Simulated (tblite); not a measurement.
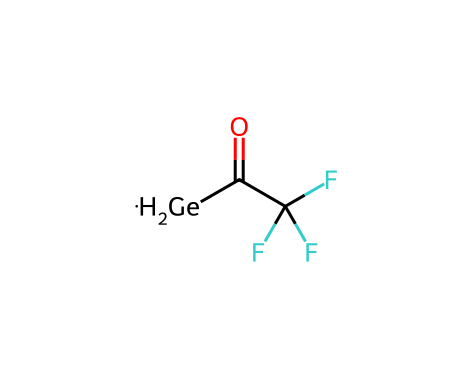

The picture comes from a calculation with tblite.

Skeletal drawing of a molecule. The species is neutral and a spin doublet.

### Give its SMILES.

O=[C]([GeH2])C(F)(F)F

### Give the formula, hydrogens included.

C2H2F3GeO.

### An optimisation with GFN2-xTB gave a structure of which point group?

C1.
